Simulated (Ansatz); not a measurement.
**Pressure series in Y5Ge3**

Consider Y5Ge3 (space group P6_3/mcm, No. 193; a = 8.421 Å, c = 6.336 Å; a cell from a computed database, its experimental status unchecked).

Cell and atoms are relaxed at each pressure.

All numbers come from plane-wave PAW DFT at the PBEsol level (Ansatz, a first-principles code, 420 eV), scalar-relativistic without spin-orbit coupling.

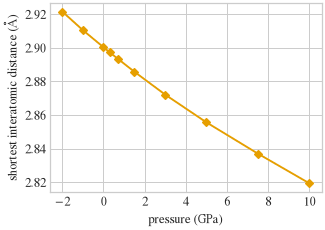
Shortest interatomic distance against pressure

Question: From the plot, what is the shortest interatomic distance for pressure 0.7 GPa?

Answer: About 2.893 Å.

Question: Is the trend monotonic over the range shown?

Answer: Yes, it falls throughout, spanning 281.9 pm to 292.2 pm.

Load acts through the strain it causes; cell and atoms are relaxed under it. No phonon test of stability was made. No other phases were tried under pressure. All final runs are without spin polarisation.
